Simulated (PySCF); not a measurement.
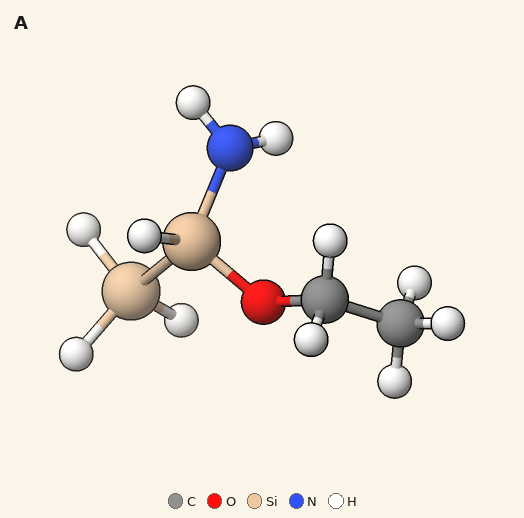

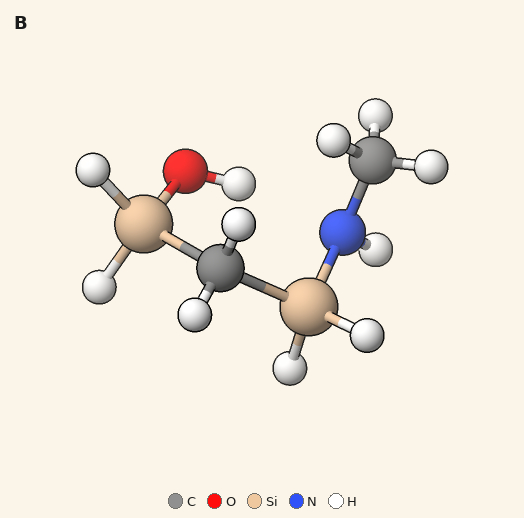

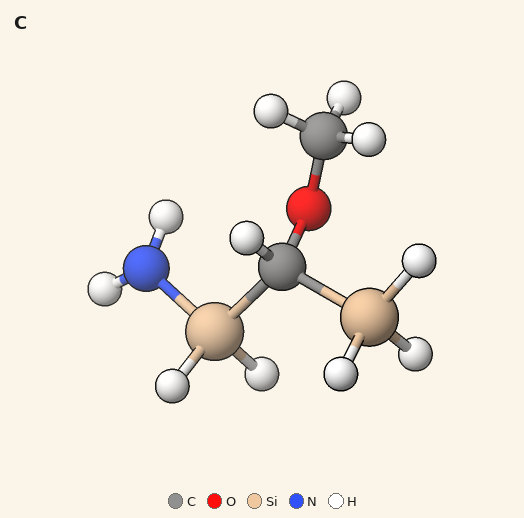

3 stationary structures of one formula. Geometries: GFN2-xTB. Electronic energies: PBE0/pcSseg-1 (PySCF 2.14.0), without zero-point energy. No frequency run is at hand to confirm each as a minimum. Each is one conformer, not always the lowest.

Question: Rank them by energy, lowest first.

Answer: B is lowest; A lies 0.571 eV above it, C lies 2.179 eV above it. A is `CCO[Si@@H](N)[SiH3]`, B is `CN[SiH2]C[SiH2]O`, C is `CO[C@H]([SiH3])[SiH2]N`.

The geometry is semi-empirical. Around Si such bond lengths and angles can be off by a tenth of an ångström or more and by several degrees, and values that hang on the shape move with them.
